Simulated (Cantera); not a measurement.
A closed system holds: 1 mol CH₃SiH₃, 2.3 mol CH₄, 11 mol H₂, 0.27 mol HCl, held at 0.0570 bar.

Method: chemical equilibrium by Gibbs-energy minimisation in Cantera with the NASA 1993 tables (ideal gas, pure condensed phases). Candidate condensed phases: C, C₆H₆, C₇H₈, C₈H₁₈, Si, SiC; 109 gas species. The feed counts by its element totals alone. The tables' values for SiCl are old estimates; treat these amounts as uncertain. Gases not in the tables: Si₂H₆ and higher silanes. Kinetics and transport are ignored.

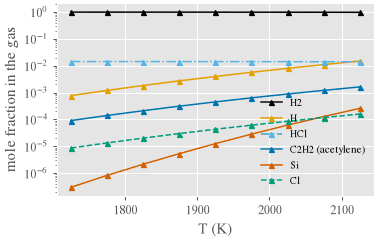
Figure. Equilibrium gas composition (values under 1e-9 drawn at 1e-9)

From 1725 K to 2125 K the condensed part is C(graphite) + SiC(s). The main Si-bearing gas is SiCl₂ at 1725 K and Si at 2125 K.
